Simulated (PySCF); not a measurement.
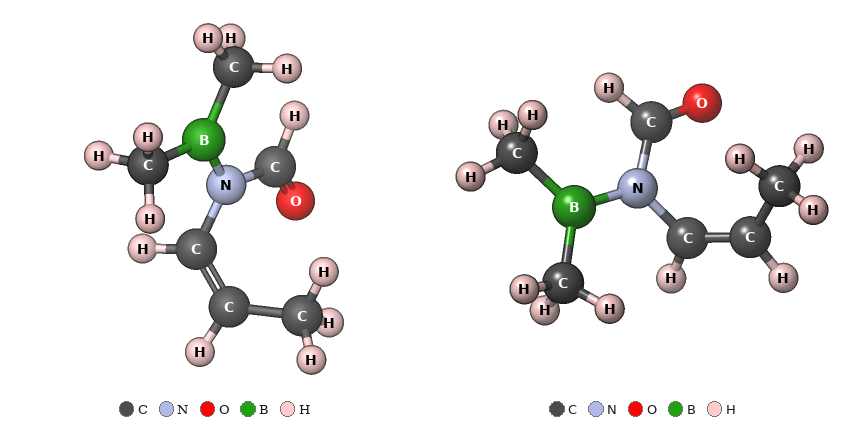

The same structure drawn twice, from different directions.

Computed geometry: PBE0-D3(BJ)/def2-SVP optimisation. No frequency run is at hand to confirm it as a minimum.

What is the molecular formula?

Answer. C₆H₁₂BNO, 21 atoms: 6 carbon, 12 hydrogen, 1 boron, 1 nitrogen and 1 oxygen.

Give the symmetry (Schoenflies symbol).

Answer. C1.

Does it have rings?

Answer. It has no ring.

Count the bonded pairs by element.

Answer. 12 C–H, 2 C–C, 2 C–N, 2 C–B, 1 C–O, 1 B–N.

Name some functional groups or characteristic bonds that it holds.

Answer. Among them: amide, alkene.

More results for the same structure follow; atom numbers are the same in all pictures, views and colours differ.

Geometry

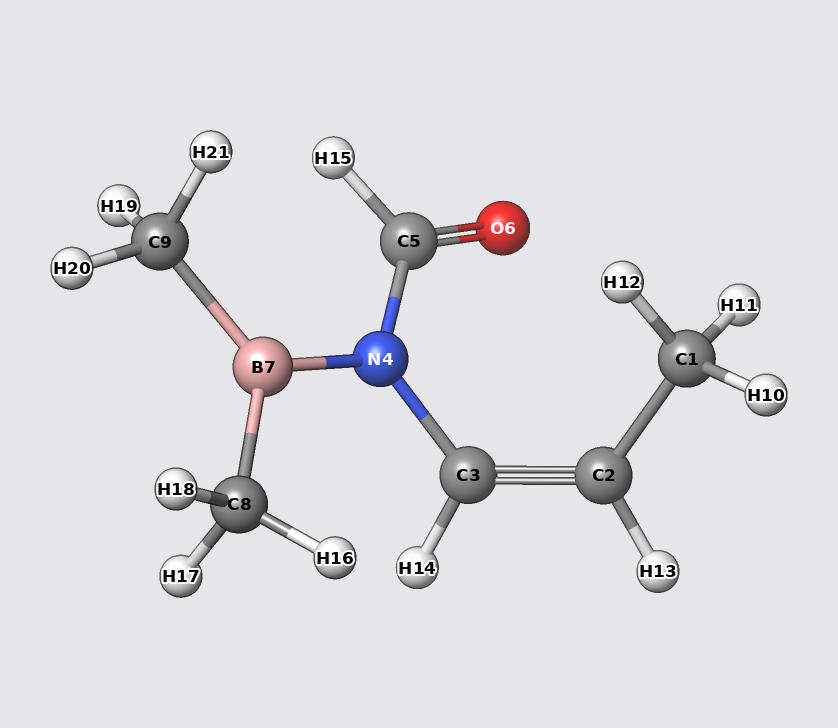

The atoms are numbered. No frequency run is at hand to confirm it as a minimum.

Describe the coordination of atom 7.

Answer. B7 has 3 neighbours (N4 at 1.45, C8 at 1.57, C9 at 1.58 Å); the arrangement is trigonal planar.

What is the geometry at C5?

Answer. C5 has 3 neighbours (N4 at 1.39, O6 at 1.20, H15 at 1.11 Å); the arrangement is trigonal planar.

What is the geometry at N4?

Answer. N4 has 3 neighbours (C3 at 1.43, C5 at 1.39, B7 at 1.45 Å); the arrangement is trigonal planar.

What is the geometry at C8?

Answer. C8 has 4 neighbours (B7 at 1.57, H16 at 1.10, H17 at 1.11, H18 at 1.10 Å); the arrangement is tetrahedral.

What is the dihedral angle C1–C2–C3–N4?

Answer. 1° in size, that is syn (eclipsed).

Charges

The questions are on ESP-fitted charges. No frequency run is at hand to confirm it as a minimum. Level of theory: PBE0/pcSseg-1, gas phase (PySCF 2.14.0).

Give the ESP-fitted charges atom by atom.

```json
{"atom": "C1", "value (e)": "−0.35"}
{"atom": "C2", "value (e)": "0.05"}
{"atom": "C3", "value (e)": "−0.37"}
{"atom": "N4", "value (e)": "0.00"}
{"atom": "C5", "value (e)": "0.31"}
{"atom": "O6", "value (e)": "−0.43"}
{"atom": "B7", "value (e)": "0.53"}
{"atom": "C8", "value (e)": "−0.54"}
{"atom": "C9", "value (e)": "−0.70"}
{"atom": "H10", "value (e)": "0.11"}
{"atom": "H11", "value (e)": "0.14"}
{"atom": "H12", "value (e)": "0.11"}
{"atom": "H13", "value (e)": "0.10"}
{"atom": "H14", "value (e)": "0.17"}
{"atom": "H15", "value (e)": "0.05"}
{"atom": "H16", "value (e)": "0.10"}
{"atom": "H17", "value (e)": "0.13"}
{"atom": "H18", "value (e)": "0.13"}
{"atom": "H19", "value (e)": "0.15"}
{"atom": "H20", "value (e)": "0.17"}
{"atom": "H21", "value (e)": "0.16"}
```

Electronic properties

No frequency run is at hand to confirm it as a minimum. Method: PBE0/pcSseg-1, gas phase (PySCF 2.14.0).

Estimate the HOMO–LUMO gap.

Answer. 6.48 eV.

Estimate the HOMO energy (Kohn–Sham orbital).

Answer. −7.18 eV.

What is the dipole moment?

Answer. 2.41 D.

Excitation

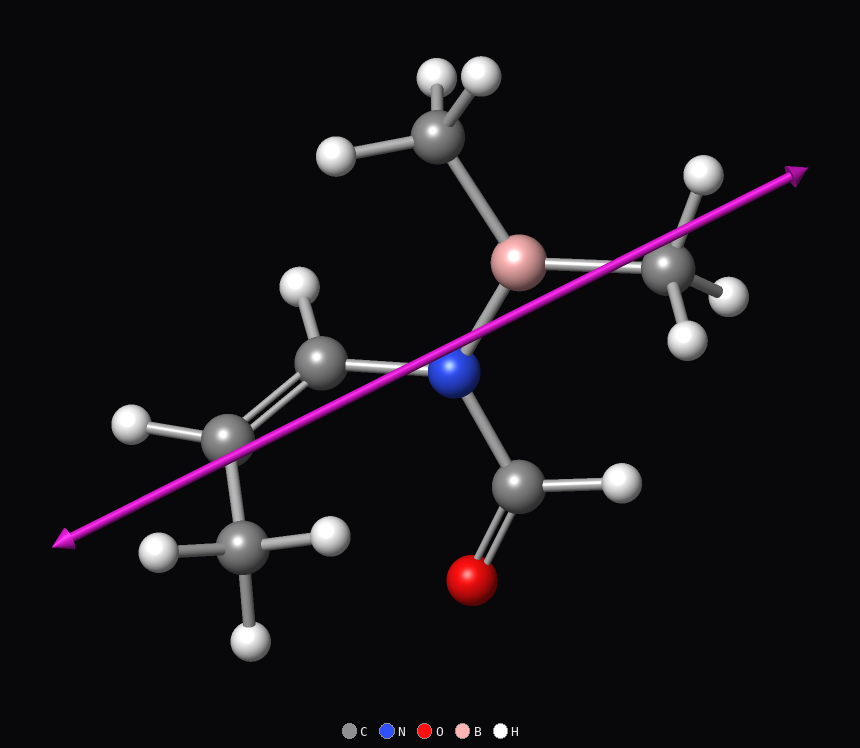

The double arrow shows the direction of the transition dipole to excited singlet state 3 (its length means nothing). No frequency run is at hand to confirm it as a minimum. Level of theory: TDDFT ωB97X-D/def2-SVPD, vertical, gas phase, core orbitals frozen in the response (PySCF 2.14.0).

Where does the transition lie, and how strong is it?

Answer. 6.69 eV (185 nm), oscillator strength 0.26, mainly HOMO → LUMO+2 (weight 0.63); transition dipole 3.19 D.
